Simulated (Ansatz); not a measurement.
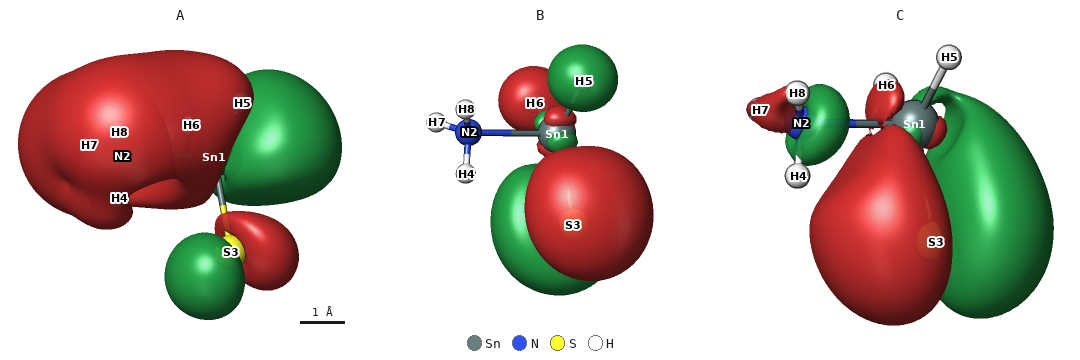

H5NSSn. Three frontier orbitals at ±0.06 Å⁻³ᐟ² (green and red are the two phases), in no order.

The product side of a reaction path; geometry: PBE0-D4/def2-TZVP; core potentials replace the inner electrons of Sn.

Theory: RKS PBE0-D4/def2-TZVPP (Ansatz).

The calculation's input:

```
crystal:
  periodic: [false, false, false]
  atoms:
    - {symbol: Sn, position_ang: [-1.204799, 0.123737, 0.231893]}
    - {symbol: N, position_ang: [1.100846, -0.037227, -0.146605]}
    - {symbol: S, position_ang: [-1.817981, -1.537065, -1.134170]}
    - {symbol: H, position_ang: [1.093623, -0.808733, -0.811650]}
    - {symbol: H, position_ang: [-1.288282, 1.798104, -0.153900]}
    - {symbol: H, position_ang: [-1.070179, -0.006238, 1.941949]}
    - {symbol: H, position_ang: [1.657783, -0.303412, 0.658557]}
    - {symbol: H, position_ang: [1.528888, 0.770835, -0.586074]}
basis:
  gaussian: {orbitals: def2-TZVPP}
hamiltonian: {xc: pbe0, dispersion: d4}
output: {orbitals: {seedname: orbitals}}
```

Run with:

```sh
ansatz run in.yaml --threads 4 --pin off --events-out ev --progress --plain --max-ram 9574MiB
```

**Which picture is the HOMO−1, the HOMO and the LUMO?**

C is the HOMO−1 (−6.08 eV). By Hirshfeld shares it lies mainly on S3 (about 80 %) and Sn1 (about 15 %); largely a lone pair of S3. B is the HOMO (−5.74 eV). By Hirshfeld shares it lies mainly on S3 (about 80 %) and Sn1 (about 10 %); largely a lone pair of S3. A is the LUMO (−0.98 eV). It lies mainly on Sn1 (about 50 %), S3 (about 15 %), N2 (about 10 %), H8 (about 10 %) and H7 (about 10 %).

**What is the HOMO–LUMO gap?**

4.76 eV between the orbital energies.
